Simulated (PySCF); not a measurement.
**C$_{5}$H$_{11}$O$_{2}$Si (SMILES CO[C@H](C)C[SiH]C=O) (doublet): density, localisation and related maps**

```xyz
19

C    -1.4250    1.1028    0.9923
O    -0.5106    0.0579    0.7784
C    -0.3254   -0.3344   -0.5859
C    -1.3470   -1.3806   -1.0112
C     1.1161   -0.8368   -0.6212
Si    1.9236    0.2456    0.7169
C     1.9491    2.0717    0.4441
O     1.3843    2.5875   -0.5332
H    -1.4090    1.3136    2.0603
H    -2.4366    0.8114    0.6950
H    -1.1274    1.9992    0.4382
H    -0.4102    0.5584   -1.2190
H    -1.3097   -2.2288   -0.3305
H    -1.1230   -1.7227   -2.0179
H    -2.3542   -0.9694   -1.0033
H     1.1539   -1.8945   -0.3570
H     1.5445   -0.7247   -1.6151
H     2.1739   -0.3312    2.0265
H     2.5230    2.7145    1.1351
```

Geometry: GFN2-xTB.

Theory: UKS B3LYP, pcH-1 on C H O Si, non-relativistic, mean-field spin-orbit, GIAO (PySCF 2.14.0, density-fitted response routines).

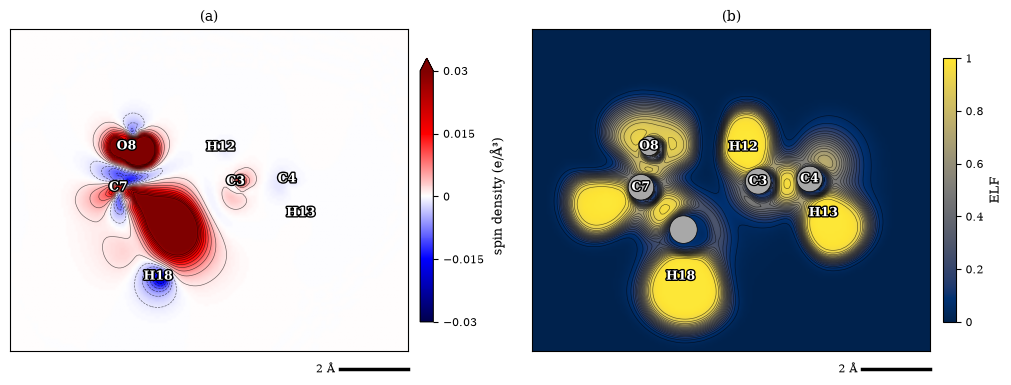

Figure 1. (a) spin density; (b) electron localisation function on the plane of atoms C4, C3 and H12. Grey discs cover the atomic cores in the ELF map.

Question: What does the map show?

Answer:
- The plane passes through C, O and H nuclei.
- C–O (1.24 Å): the ELF peaks at about 0.85 between the atoms (a short, strongly polar bond).
- C–C (1.52 Å): the ELF peaks at about 0.95 between the atoms: a shared electron pair.
- C–H (1.10 Å): the ELF is about 1 at the midpoint (a covalent bond by its length).
- The unpaired spin (1 electron) lies mostly on Si6 (about 0.6), O8 (about 0.2) and C7 (about 0.1), in electrons by Hirshfeld's partition.

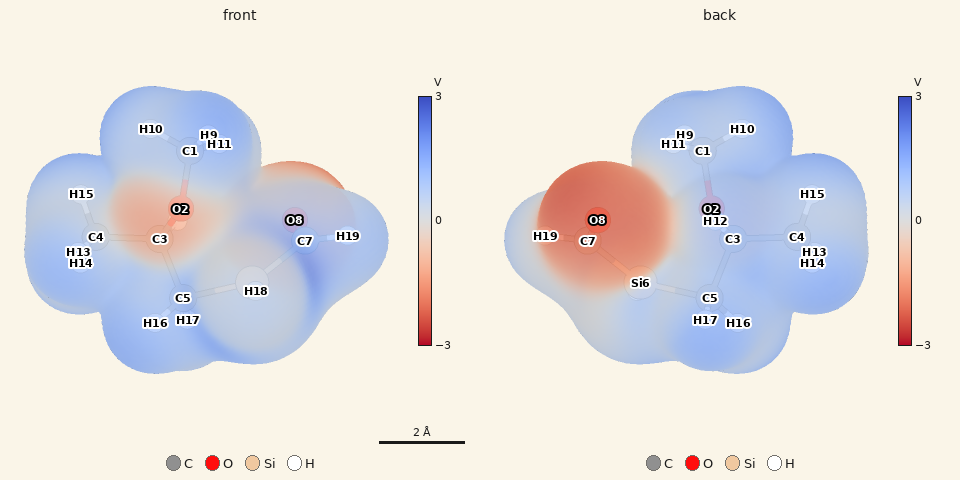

Figure 2. The electrostatic potential painted on the density surface at 0.004 e/bohr³, seen from the front and from behind; red is negative and blue positive.

Question: Describe the electrostatic potential map.

Answer: The most negative region (about −2.1 V) lies over O8, the most positive (about +1.6 V) over Si6. O8 is the likeliest acceptor of a hydrogen bond.
